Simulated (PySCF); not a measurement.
**C₅H₁₁FOSi: density, localisation and related maps**

```xyz
19

C     2.3081   -0.1140    0.1097
C     0.8851   -0.0906   -0.3762
C     0.4226    1.3619   -0.4333
O    -0.8972    1.3562   -0.9452
C    -1.9395    1.0168   -0.1504
C    -1.9177   -0.4818    0.1468
F    -2.3267   -1.2003   -0.9879
Si   -0.2482   -1.3309    0.7315
H     3.0237   -0.6148   -0.5011
H     2.5935    0.9395    0.0087
H     2.3396   -0.3295    1.1417
H     0.7982   -0.5623   -1.3752
H     1.0110    1.7987   -1.2376
H     0.4975    1.8487    0.5375
H    -1.7648    1.5330    0.9164
H    -2.9147    1.1700   -0.6750
H    -2.7109   -0.6209    0.8587
H     0.0237   -1.1588    2.2172
H    -0.1327   -2.7081    0.3546
```

Geometry: GFN2-xTB, MD frame at 250 fs, 400 K.

Theory: PBE0/pcSseg-1, SCF density, gas phase, non-relativistic in PySCF 2.14.0.

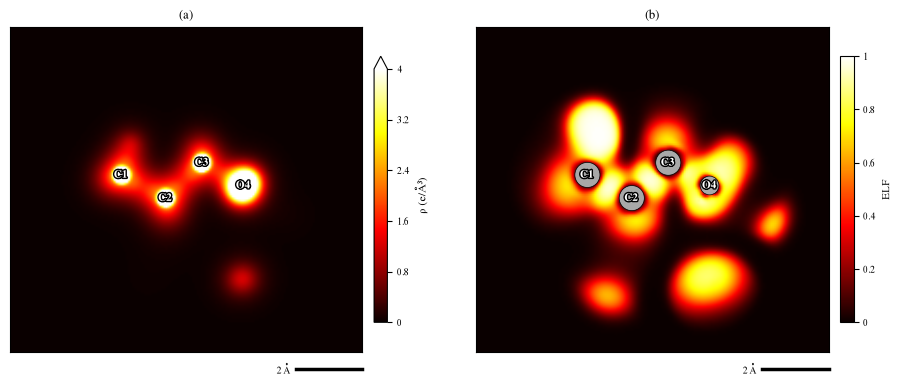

Figure 1. (a) total electron density; (b) electron localisation function on the plane of atoms C2, C3 and O4. Grey discs cover the atomic cores in the ELF map.

**Read the bonding off the picture.**

- The plane passes through C and O nuclei.
- C–C (1.50 Å): ρ at the midpoint is about 1.7 e/Å³; the ELF peaks at about 0.95 between the atoms (localised, covalent bonding).
- C–O (1.42 Å): the density is about 2 e/Å³ at the midpoint, with its minimum of 1.7 e/Å³ about 0.5 Å from C; the ELF peaks at about 0.90 between the atoms; a shared but strongly polarised pair.
- The ELF also peaks beside F7 and O4, away from the bonds: lone-pair regions.

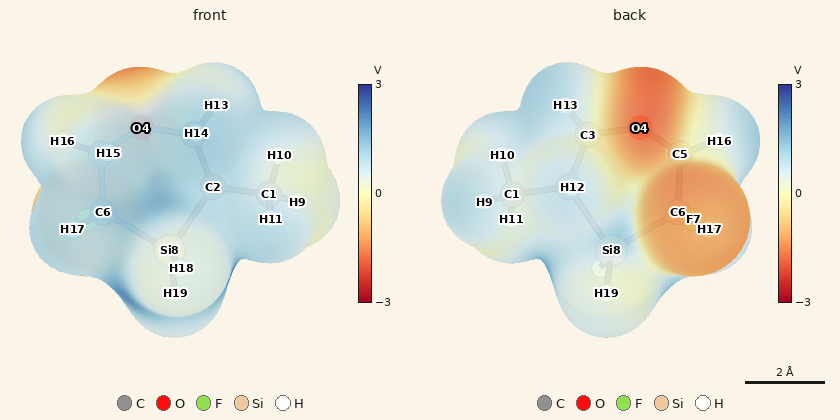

Figure 2. The electrostatic potential painted on the density surface at 0.004 e/bohr³, seen from the front and from behind; the colour scale runs from red (negative) to blue (positive).

**Which sites attract a positive test charge, and which a negative one?**

A positive charge is drawn to the negative regions and a negative charge to the positive ones. The most negative region (about −1.8 V, or −42 kcal/mol for a unit charge) lies over O4, the most positive (about +2.0 V, or +46 kcal/mol for a unit charge) over Si8. O4 is the likeliest acceptor of a hydrogen bond.

**What dipole moment does the calculation give?**

Its dipole moment is 2.33 D.
